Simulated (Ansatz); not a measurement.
**Molecular dynamics, with input and output: C$_{2}$H$_{2}$F$_{4}$**

- system: C$_{2}$H$_{2}$F$_{4}$
- method: PBE-QIDH/6-31G**, RKS (Ansatz 0.2.0)

The geometry comes from this level: PBE0-D4/def2-TZVP. Figures and captions count atoms from 1; the log counts them from 0 in places.

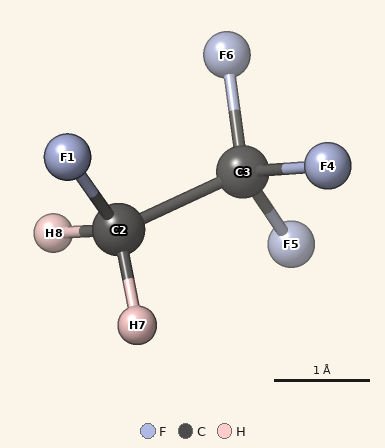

The structure as given in the input (ball-and-stick view, seen at a tilt; atoms are numbered from 1 in the order of the input). Bond lengths as drawn: C–C 1.51 Å, C–F 1.33 to 1.36 Å and C–H 1.09 Å.

Key numbers

```json
{"quantity": "outcome", "value": "finished"}
{"quantity": "mean temperature over the second half", "value": "49 K"}
{"quantity": "trajectory", "value": "20 steps, 10 fs"}
{"quantity": "ensemble", "value": "nvt_nose_hoover"}
{"quantity": "temperature in the input", "value": "100 K"}
{"quantity": "time step", "value": "0.5 fs"}
{"quantity": "potential energy (last step)", "value": "−476.131876 hartree"}
{"quantity": "SCF energy (last step)", "value": "−475.778655 hartree"}
{"quantity": "basis functions (last step)", "value": "100"}
{"quantity": "largest force (last step)", "value": "0.817 eV/Å"}
{"quantity": "SCF solution under orbital rotations (last step)", "value": "stable"}
{"quantity": "dipole moment (last step)", "value": "1.92 D"}
{"quantity": "hardware", "value": "1 thread of Arm Neoverse V2, 24 GiB of memory available, shared host"}
{"quantity": "wall time", "value": "3.7 min"}
{"quantity": "peak memory", "value": "0.24 GiB"}
```

Notes

So short a trajectory is not equilibrated. The temperature stays far from the 100 K of the thermostat over the second half: the run isn't equilibrated.

Input file
```yaml
crystal:
  periodic: [false, false, false]
  atoms:
    - symbol: F
      position_ang: [-0.224600, -1.506500, 0.915200]
    - symbol: C
      position_ang: [-0.211200, -0.737800, -0.211700]
    - symbol: C
      position_ang: [0.211200, 0.674300, 0.135500]
    - symbol: F
      position_ang: [1.434400, 0.711300, 0.662400]
    - symbol: F
      position_ang: [0.217100, 1.411800, -0.982100]
    - symbol: F
      position_ang: [-0.624600, 1.243600, 1.002900]
    - symbol: H
      position_ang: [0.502000, -1.148600, -0.930100]
    - symbol: H
      position_ang: [-1.212300, -0.705100, -0.647900]
basis:
  gaussian:
    orbitals: 6-31G_st__st_.json
hamiltonian:
  xc: {name: PBE-QIDH}
md:
  timestep: 0.5 fs
  n_steps: 20
  ensemble: nvt_nose_hoover
  temperature: 100
  initial_velocities: maxwell_boltzmann
  seed: 43
```

Launched with:
```bash
ansatz run molecule.yaml --threads 1 --pin off --max-ram 2610MiB --events-out events.jsonl --progress --plain --runs-dir runs
```

Output
```
Functional definition: PBE-QIDH
  name "PBE-QIDH"
  parameter a = 3^(-1/3)
  parameter c = 1/3
  exchange = (1 - a)*pbe_x + a*exact_x
  correlation = (1 - c)*pbe_c + c*(mp2_os + mp2_ss)
982 factors; integrals over basis functions are off by at most 3.3e-4 eV
mean field evaluation 1: about -12943.5920 eV, gradient 4.2e1 eV
mean field evaluation 2: about -12943.6523 eV, gradient 4.2e1 eV
mean field evaluation 4: about -12946.5998 eV, gradient 2.5e0 eV
mean field evaluation 8: about -12946.6181 eV, gradient 6.2e-2 eV
mean field evaluation 16: about -12946.6181 eV, gradient 1.5e-5 eV
mean field -12946.61808714 eV, -475.7794391696 hartree, gradient 3.2e-6 eV, S^2 0.000000; 0 other end points of the search recorded, 0 dependent functions left out
6 core orbitals not correlated: weight in the atoms' cores, before any rotation towards them, 1.000 or more for the frozen orbitals, at most 0.000 for the correlated occupied ones
reference -12946.61809090 eV, -475.7794393076 hartree; 19, 19 occupied and 75, 75 virtual orbitals, 982 factors
second order -28.86504379 eV of doubles, -0.00000000 eV of singles
the calculation of the forces begins
md step     0: t =     0.00 fs  T =   100.0 K  F+E_penalty+E_count = -12956.23976841 eV  E_kin = 0.077556 eV  conserved = -12956.16221241 eV  (37 SCF iters)
these checks for a lower state are left out or cut short: starts, cluster_reference, orbital_swaps, neighbouring_geometries, increment
982 factors; integrals over basis functions are off by at most 3.2e-4 eV
mean field -12946.62090539 eV, -475.7795427382 hartree, gradient 2.7e-6 eV, S^2 0.000000; 0 other end points of the search recorded, 0 dependent functions left out
6 core orbitals not correlated: weight in the atoms' cores, before any rotation towards them, 1.000 or more for the frozen orbitals, at most 0.000 for the correlated occupied ones
reference -12946.62090914 eV, -475.7795428760 hartree; 19, 19 occupied and 75, 75 virtual orbitals, 982 factors
second order -28.85697081 eV of doubles, -0.00000000 eV of singles
the calculation of the forces begins
md step     1: t =     0.50 fs  T =   100.1 K  F+E_penalty+E_count = -12956.23989566 eV  E_kin = 0.077666 eV  conserved = -12956.16222999 eV  (33 SCF iters)
[... from here on the SCF iterations and repeated set-up lines of each step are left out, up to the last step ...]
md step     2: t =     1.00 fs  T =    96.7 K  F+E_penalty+E_count = -12956.23718460 eV  E_kin = 0.074980 eV  conserved = -12956.16220493 eV  (32 SCF iters)
md step     3: t =     1.50 fs  T =    90.1 K  F+E_penalty+E_count = -12956.23203125 eV  E_kin = 0.069890 eV  conserved = -12956.16214181 eV  (32 SCF iters)
md step     4: t =     2.00 fs  T =    81.7 K  F+E_penalty+E_count = -12956.22542414 eV  E_kin = 0.063366 eV  conserved = -12956.16205922 eV  (33 SCF iters)
md step     5: t =     2.50 fs  T =    73.1 K  F+E_penalty+E_count = -12956.21865287 eV  E_kin = 0.056670 eV  conserved = -12956.16198397 eV  (33 SCF iters)
md step     6: t =     3.00 fs  T =    65.7 K  F+E_penalty+E_count = -12956.21289268 eV  E_kin = 0.050955 eV  conserved = -12956.16194037 eV  (31 SCF iters)
md step     7: t =     3.50 fs  T =    60.5 K  F+E_penalty+E_count = -12956.20882846 eV  E_kin = 0.046894 eV  conserved = -12956.16193985 eV  (31 SCF iters)
md step     8: t =     4.00 fs  T =    57.4 K  F+E_penalty+E_count = -12956.20647748 eV  E_kin = 0.044510 eV  conserved = -12956.16197616 eV  (33 SCF iters)
md step     9: t =     4.50 fs  T =    55.8 K  F+E_penalty+E_count = -12956.20528283 eV  E_kin = 0.043266 eV  conserved = -12956.16202924 eV  (32 SCF iters)
md step    10: t =     5.00 fs  T =    54.6 K  F+E_penalty+E_count = -12956.20442151 eV  E_kin = 0.042364 eV  conserved = -12956.16207450 eV  (32 SCF iters)
md step    11: t =     5.50 fs  T =    53.0 K  F+E_penalty+E_count = -12956.20318161 eV  E_kin = 0.041110 eV  conserved = -12956.16209388 eV  (33 SCF iters)
md step    12: t =     6.00 fs  T =    50.5 K  F+E_penalty+E_count = -12956.20124766 eV  E_kin = 0.039195 eV  conserved = -12956.16208131 eV  (33 SCF iters)
md step    13: t =     6.50 fs  T =    47.4 K  F+E_penalty+E_count = -12956.19880028 eV  E_kin = 0.036792 eV  conserved = -12956.16204345 eV  (33 SCF iters)
md step    14: t =     7.00 fs  T =    44.4 K  F+E_penalty+E_count = -12956.19642022 eV  E_kin = 0.034468 eV  conserved = -12956.16199505 eV  (31 SCF iters)
md step    15: t =     7.50 fs  T =    42.5 K  F+E_penalty+E_count = -12956.19485907 eV  E_kin = 0.032956 eV  conserved = -12956.16195354 eV  (31 SCF iters)
md step    16: t =     8.00 fs  T =    42.4 K  F+E_penalty+E_count = -12956.19476502 eV  E_kin = 0.032891 eV  conserved = -12956.16193363 eV  (32 SCF iters)
md step    17: t =     8.50 fs  T =    44.6 K  F+E_penalty+E_count = -12956.19644889 eV  E_kin = 0.034575 eV  conserved = -12956.16194363 eV  (32 SCF iters)
md step    18: t =     9.00 fs  T =    48.8 K  F+E_penalty+E_count = -12956.19975129 eV  E_kin = 0.037849 eV  conserved = -12956.16198341 eV  (31 SCF iters)
md step    19: t =     9.50 fs  T =    54.3 K  F+E_penalty+E_count = -12956.20404376 eV  E_kin = 0.042094 eV  conserved = -12956.16204466 eV  (32 SCF iters)
these checks for a lower state are left out or cut short: starts, cluster_reference, orbital_swaps, neighbouring_geometries, increment
982 factors; integrals over basis functions are off by at most 3.2e-4 eV
mean field -12946.59675442 eV, -475.7786552063 hartree, gradient 3.0e-6 eV, S^2 0.000000; 0 other end points of the search recorded, 0 dependent functions left out
6 core orbitals not correlated: weight in the atoms' cores, before any rotation towards them, 1.000 or more for the frozen orbitals, at most 0.000 for the correlated occupied ones
reference -12946.59675816 eV, -475.7786553440 hartree; 19, 19 occupied and 75, 75 virtual orbitals, 982 factors
second order -28.83483173 eV of doubles, -0.00000000 eV of singles
the calculation of the forces begins
982 factors; integrals over basis functions are off by at most 3.2e-4 eV
mean field evaluation 192: about -12946.5968 eV, gradient 3.1e-3 eV
mean field -12946.59675442 eV, -475.7786552063 hartree, gradient 3.0e-6 eV, S^2 0.000000; 1 other end points of the search recorded, 0 dependent functions left out
6 core orbitals not correlated: weight in the atoms' cores, before any rotation towards them, 1.000 or more for the frozen orbitals, at most 0.000 for the correlated occupied ones
reference -12946.59675816 eV, -475.7786553440 hartree; 19, 19 occupied and 75, 75 virtual orbitals, 982 factors
second order -28.83483173 eV of doubles, -0.00000000 eV of singles
the calculation of the forces begins
md step    20: t =    10.00 fs  T =    59.8 K  F+E_penalty+E_count = -12956.20836499 eV  E_kin = 0.046365 eV  conserved = -12956.16211144 eV  (39 SCF iters)
```

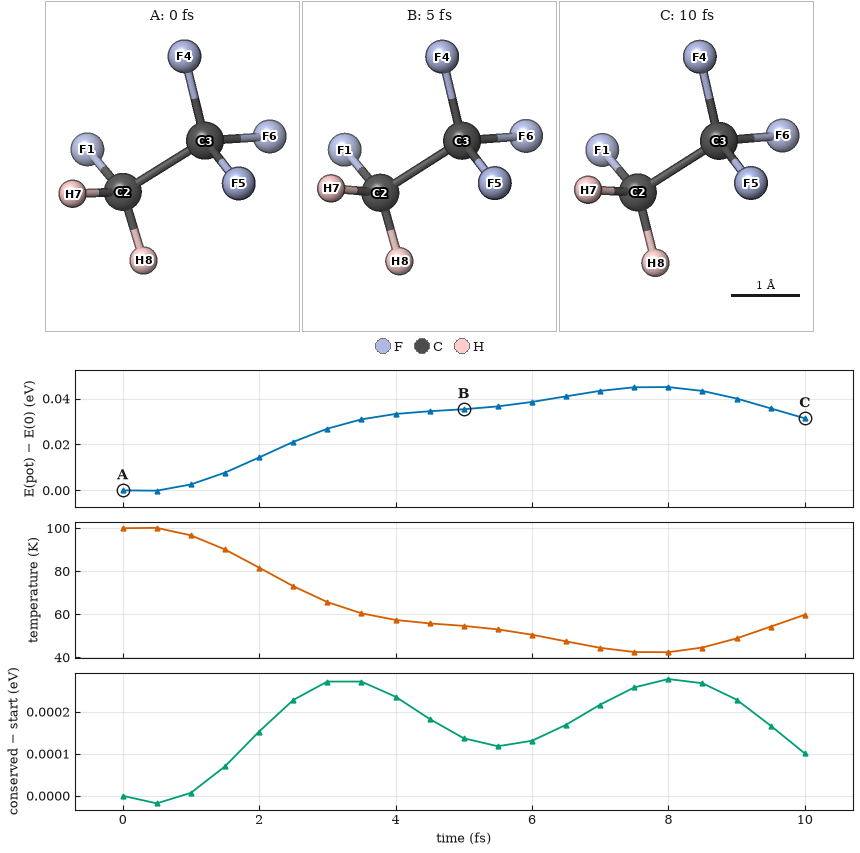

Frames of the molecular dynamics (ball-and-stick, seen at a tilt) above the curves, on which the letters mark them. The trajectory kept here has 21 frames over 10 fs. The temperature starts at 100 K, ranges from 42 to 100 K and averages 49 K over the second half. The potential energy ends 0.031 eV above its first value. The conserved quantity stays within 0.0003 eV. After an unweighted best fit of the last frame on the first, the root-mean-square displacement is 0.03 Å.

```
Total energy: -12956.20836874 eV, -476.1318755177 hartree
Atom 0 at    -0.235441    -1.495644     0.910026 Å, force    -0.195819     0.031389     0.124849 eV/Å
Atom 1 at    -0.222260    -0.725788    -0.213503 Å, force     0.662927    -0.291217    -0.379107 eV/Å
Atom 2 at     0.207249     0.672562     0.136722 Å, force    -0.051260    -0.095399     0.280366 eV/Å
Atom 3 at     1.433530     0.736046     0.649687 Å, force     0.039585    -0.341721     0.154506 eV/Å
Atom 4 at     0.232241     1.389695    -0.981278 Å, force    -0.342638     0.382584    -0.294777 eV/Å
Atom 5 at    -0.621407     1.222836     1.021502 Å, force    -0.076813     0.184107    -0.165514 eV/Å
Atom 6 at     0.545181    -1.114050    -0.892694 Å, force    -0.334834     0.015444     0.006528 eV/Å
Atom 7 at    -1.201435    -0.725098    -0.707362 Å, force     0.298853     0.114812     0.273150 eV/Å
Dipole moment:    -0.109139    -0.155436    -0.351820 e Å
```

Trajectory as extended XYZ (Å, eV, eV/Å), 12 of the 21 frames kept, from step=0 to step=20
```
8
Properties=species:S:1:pos:R:3:forces:R:3 step=0 time_fs=0.0 energy=-12956.23977 temperature=100.0
F    -0.2246   -1.5065    0.9152    0.0311   0.0967   0.0345
C    -0.2112   -0.7378   -0.2117    0.0095   0.1363  -0.1465
C     0.2112    0.6743    0.1355   -0.0302  -0.1292   0.0050
F     1.4344    0.7113    0.6624   -0.0864  -0.0526  -0.0411
F     0.2171    1.4118   -0.9821   -0.0107  -0.0824   0.0653
F    -0.6246    1.2436    1.0029    0.0329  -0.0836  -0.0608
H     0.5020   -1.1486   -0.9301   -0.1395   0.1005   0.0991
H    -1.2123   -0.7051   -0.6479    0.1932   0.0142   0.0445
8
Properties=species:S:1:pos:R:3:forces:R:3 step=2 time_fs=1.0 energy=-12956.23718 temperature=96.7
F    -0.2254   -1.5055    0.9143   -0.0194   0.0793   0.0874
C    -0.2149   -0.7378   -0.2133    0.2668   0.3357   0.2852
C     0.2121    0.6755    0.1343   -0.1751  -0.2585   0.1350
F     1.4343    0.7142    0.6611   -0.0480  -0.0835  -0.0277
F     0.2189    1.4090   -0.9815   -0.0310   0.0286  -0.0437
F    -0.6244    1.2414    1.0051    0.0465  -0.0459  -0.0952
H     0.5098   -1.1388   -0.9092    0.0242  -0.0733  -0.2345
H    -1.2070   -0.7083   -0.6476   -0.0641   0.0175  -0.1065
8
Properties=species:S:1:pos:R:3:forces:R:3 step=4 time_fs=2.0 energy=-12956.22542 temperature=81.7
F    -0.2262   -1.5046    0.9135   -0.0696   0.0645   0.1351
C    -0.2183   -0.7376   -0.2147    0.5205   0.4919   0.6492
C     0.2129    0.6766    0.1333   -0.3075  -0.3684   0.2601
F     1.4341    0.7170    0.6598   -0.0108  -0.1151  -0.0129
F     0.2206    1.4063   -0.9808   -0.0526   0.1349  -0.1498
F    -0.6242    1.2392    1.0073    0.0570  -0.0083  -0.1261
H     0.5177   -1.1298   -0.8905    0.1593  -0.2191  -0.5133
H    -1.2024   -0.7112   -0.6483   -0.2964   0.0196  -0.2423
8
Properties=species:S:1:pos:R:3:forces:R:3 step=5 time_fs=2.5 energy=-12956.21865 temperature=73.1
F    -0.2266   -1.5041    0.9131   -0.0937   0.0587   0.1555
C    -0.2199   -0.7373   -0.2153    0.6386   0.5360   0.7639
C     0.2132    0.6770    0.1328   -0.3649  -0.4127   0.3176
F     1.4340    0.7184    0.6591    0.0064  -0.1310  -0.0049
F     0.2214    1.4050   -0.9805   -0.0643   0.1842  -0.1993
F    -0.6240    1.2381    1.0083    0.0605   0.0101  -0.1396
H     0.5222   -1.1259   -0.8829    0.1876  -0.2653  -0.6045
H    -1.2010   -0.7127   -0.6494   -0.3702   0.0200  -0.2887
8
Properties=species:S:1:pos:R:3:forces:R:3 step=7 time_fs=3.5 energy=-12956.20883 temperature=60.5
F    -0.2275   -1.5030    0.9124   -0.1380   0.0511   0.1871
C    -0.2226   -0.7365   -0.2159    0.8394   0.5371   0.8083
C     0.2136    0.6776    0.1321   -0.4552  -0.4754   0.4168
F     1.4339    0.7211    0.6578    0.0366  -0.1629   0.0125
F     0.2231    1.4023   -0.9801   -0.0902   0.2718  -0.2868
F    -0.6237    1.2359    1.0104    0.0631   0.0457  -0.1622
H     0.5325   -1.1202   -0.8720    0.1309  -0.2874  -0.6611
H    -1.2009   -0.7154   -0.6539   -0.3866   0.0200  -0.3147
8
Properties=species:S:1:pos:R:3:forces:R:3 step=9 time_fs=4.5 energy=-12956.20528 temperature=55.8
F    -0.2284   -1.5020    0.9117   -0.1750   0.0487   0.2047
C    -0.2247   -0.7352   -0.2158    0.9713   0.4288   0.6155
C     0.2136    0.6778    0.1317   -0.5057  -0.5006   0.4881
F     1.4337    0.7237    0.6564    0.0594  -0.1946   0.0318
F     0.2248    1.3998   -0.9797   -0.1200   0.3413  -0.3539
F    -0.6234    1.2337    1.0123    0.0591   0.0786  -0.1783
H     0.5440   -1.1172   -0.8674   -0.0642  -0.2236  -0.5630
H    -1.2044   -0.7179   -0.6612   -0.2249   0.0213  -0.2449
8
Properties=species:S:1:pos:R:3:forces:R:3 step=11 time_fs=5.5 energy=-12956.20318 temperature=53.0
F    -0.2295   -1.5009    0.9112   -0.2024   0.0500   0.2082
C    -0.2260   -0.7336   -0.2153    1.0214   0.2501   0.2757
C     0.2133    0.6776    0.1317   -0.5114  -0.4879   0.5260
F     1.4336    0.7262    0.6551    0.0735  -0.2254   0.0525
F     0.2264    1.3975   -0.9795   -0.1540   0.3904  -0.3968
F    -0.6231    1.2316    1.0142    0.0479   0.1078  -0.1878
H     0.5548   -1.1163   -0.8681   -0.3225  -0.1123  -0.3732
H    -1.2100   -0.7202   -0.6709    0.0475   0.0272  -0.1046
8
Properties=species:S:1:pos:R:3:forces:R:3 step=13 time_fs=6.5 energy=-12956.19880 temperature=47.4
F    -0.2306   -1.4997    0.9108   -0.2191   0.0522   0.2001
C    -0.2265   -0.7317   -0.2145    0.9987   0.0530  -0.0858
C     0.2125    0.6770    0.1321   -0.4723  -0.4402   0.5281
F     1.4335    0.7287    0.6538    0.0784  -0.2552   0.0743
F     0.2279    1.3954   -0.9796   -0.1920   0.4187  -0.4139
F    -0.6227    1.2295    1.0160    0.0296   0.1327  -0.1911
H     0.5626   -1.1165   -0.8724   -0.5467  -0.0009  -0.1701
H    -1.2152   -0.7222   -0.6816    0.3232   0.0397   0.0585
8
Properties=species:S:1:pos:R:3:forces:R:3 step=15 time_fs=7.5 energy=-12956.19486 temperature=42.5
F    -0.2318   -1.4986    0.9104   -0.2249   0.0524   0.1837
C    -0.2261   -0.7299   -0.2138    0.9257  -0.1187  -0.3641
C     0.2113    0.6760    0.1330   -0.3916  -0.3633   0.4950
F     1.4335    0.7310    0.6526    0.0748  -0.2833   0.0968
F     0.2293    1.3935   -0.9798   -0.2331   0.4275  -0.4059
F    -0.6223    1.2275    1.0177    0.0049   0.1531  -0.1888
H     0.5652   -1.1167   -0.8783   -0.6630   0.0744  -0.0142
H    -1.2173   -0.7239   -0.6917    0.5071   0.0581   0.1975
8
Properties=species:S:1:pos:R:3:forces:R:3 step=16 time_fs=8.0 energy=-12956.19477 temperature=42.4
F    -0.2325   -1.4980    0.9103   -0.2238   0.0509   0.1736
C    -0.2257   -0.7290   -0.2136    0.8778  -0.1856  -0.4505
C     0.2106    0.6754    0.1336   -0.3376  -0.3162   0.4661
F     1.4335    0.7321    0.6520    0.0703  -0.2966   0.1081
F     0.2299    1.3926   -0.9800   -0.2545   0.4253  -0.3932
F    -0.6221    1.2265    1.0185   -0.0095   0.1615  -0.1859
H     0.5641   -1.1166   -0.8814   -0.6682   0.0918   0.0345
H    -1.2166   -0.7245   -0.6961    0.5455   0.0689   0.2472
8
Properties=species:S:1:pos:R:3:forces:R:3 step=18 time_fs=9.0 energy=-12956.19975 temperature=48.8
F    -0.2339   -1.4968    0.9101   -0.2143   0.0438   0.1506
C    -0.2243   -0.7273   -0.2133    0.7715  -0.2711  -0.4976
C     0.2090    0.6741    0.1350   -0.2065  -0.2102   0.3860
F     1.4335    0.7341    0.6508    0.0568  -0.3210   0.1311
F     0.2312    1.3911   -0.9806   -0.2984   0.4099  -0.3525
F    -0.6218    1.2246    1.0200   -0.0417   0.1750  -0.1771
H     0.5573   -1.1157   -0.8873   -0.5673   0.0816   0.0640
H    -1.2114   -0.7252   -0.7031    0.4999   0.0920   0.2955
8
Properties=species:S:1:pos:R:3:forces:R:3 step=20 time_fs=10.0 energy=-12956.20837 temperature=59.8
F    -0.2354   -1.4956    0.9100   -0.1958   0.0314   0.1248
C    -0.2223   -0.7258   -0.2135    0.6629  -0.2912  -0.3791
C     0.2072    0.6726    0.1367   -0.0513  -0.0954   0.2804
F     1.4335    0.7360    0.6497    0.0396  -0.3417   0.1545
F     0.2322    1.3897   -0.9813   -0.3426   0.3826  -0.2948
F    -0.6214    1.2228    1.0215   -0.0768   0.1841  -0.1655
H     0.5452   -1.1140   -0.8927   -0.3348   0.0154   0.0065
H    -1.2014   -0.7251   -0.7074    0.2989   0.1148   0.2732
```

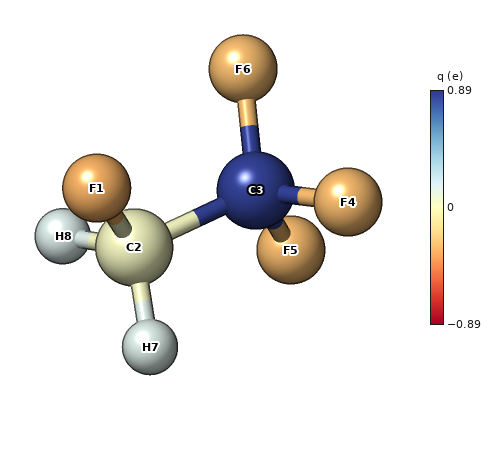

Mulliken charges, as the colour of each atom (ball-and-stick view, seen at a tilt; atoms are numbered from 1 in the order of the input). By element: F −0.32 to −0.28, C +0.03 to +0.85 and H +0.15 to +0.16 e.
